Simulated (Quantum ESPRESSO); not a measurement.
Computed O K edges (Quantum ESPRESSO XSpectra, LDA, excited-electron core hole (neutral cell), supercells with 5.4 to 5.6 Å between holes, Lorentzian half width 0.4 eV up to 4 eV, rising linearly to 1.75 eV at 25 eV (folded afterwards from narrower runs), without spin-orbit coupling) of these absorbers are given in random order:
A. GdO2 (P2_1/m): 1 Gd at 2.35 Å and 2 Gd at 2.38 Å (distorted pyramidal, site symmetry m)
B. GdO (F-43m): 4 Gd at 2.34 Å (tetrahedral, site symmetry -43m)

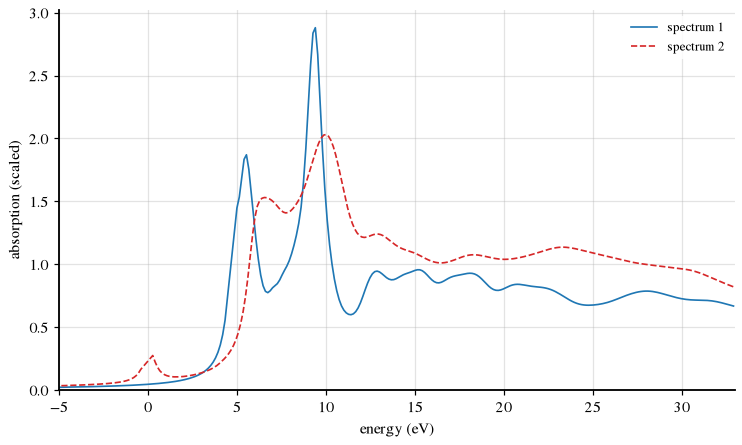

Energy from 521.2 eV of photon energy (total-energy differences, less 8.8 eV, the free-atom term for the hole's spin); mean of 1 over the first 20 eV. In the free atom LDA prices this hole about 4 eV below PBE, which is itself good to a few eV.

Q: Which spectrum belongs to which crystal?

Spectrum 1 is B (rising edge 525.7 eV, maxima 0.8 eV (1.87) and 4.7 eV (2.88) above its zero). Spectrum 2 is A (rising edge 526.5 eV, maxima 0.3 eV (0.27), 6.6 eV (1.53) and 10.0 eV (2.03) above its zero). After the best relative shift (up to 4 eV allowed) the shapes differ by 55 % r.m.s. (of the curve's own r.m.s. level). Between 0 and 20 eV on the axis shown, they part most near 5.4 eV, where GdO (F-43m) is higher by 1.2. The rising edges span 0.9 eV, lowest for GdO (F-43m).

The run has no spin polarisation, although Gd can carry a moment. Lanthanide 4f electrons are frozen in the core. Lifetime broadening is put in by hand, and intensities beyond about 20 eV depend on it. No gap over 0.35 eV is found on the unit cell's mesh (right for a metal, a fault of the functional for a small-gap or correlated insulator) in GdO2 (P2_1/m) and GdO (F-43m). All cells keep the holes under 6.5 Å apart, so shapes are probably not fully converged. GdO2 (P2_1/m) has several inequivalent sites of the absorber; only the listed one is shown, while a measurement adds them all. The structures are entries of the Crystallography Open Database and the Materials Project (computed), used as given.

[Hosts, paths, dates, database ids (printed as entryN), source tags and the programs' standing remarks are cut or masked in the printed files.]
